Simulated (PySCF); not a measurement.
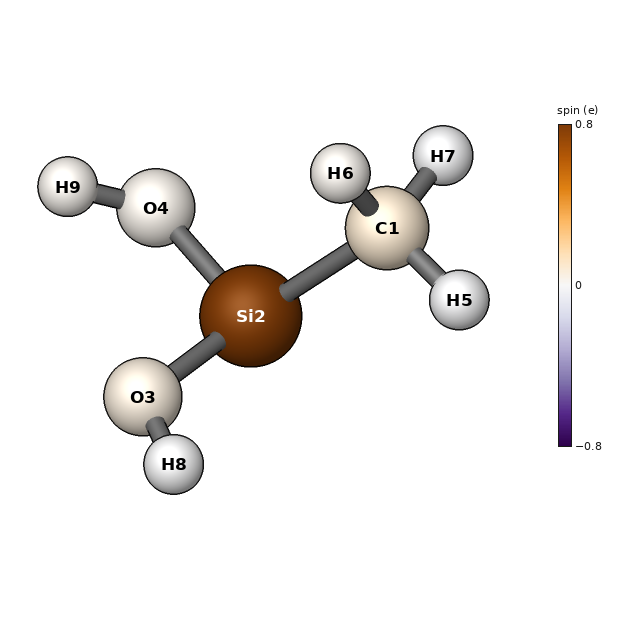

Atoms are coloured by their Mulliken spin populations. The species is neutral and a spin doublet. The geometry was computed by an optimisation with GFN2-xTB. No frequency run is at hand to confirm it as a minimum. Method: UKS B3LYP, pcH-1 on C H O Si, non-relativistic (PySCF 2.14.0).

**Which atom carries the largest spin population?**

Si2 (0.79 e).

**Which atom has the lowest spin population?**

H5, H7 (−0.01 e).

Give the Mulliken spin populations atom by atom.

```tsv
atom	value (e)
C1	0.09
Si2	0.79
O3	0.06
O4	0.03
H5	−0.01
H6	0.02
H7	−0.01
H8	0.00
H9	0.02
```

Mulliken values depend strongly on the basis set. The geometry is semi-empirical. Around Si such bond lengths and angles can be off by a tenth of an ångström or more and by several degrees, and values that hang on the shape move with them.
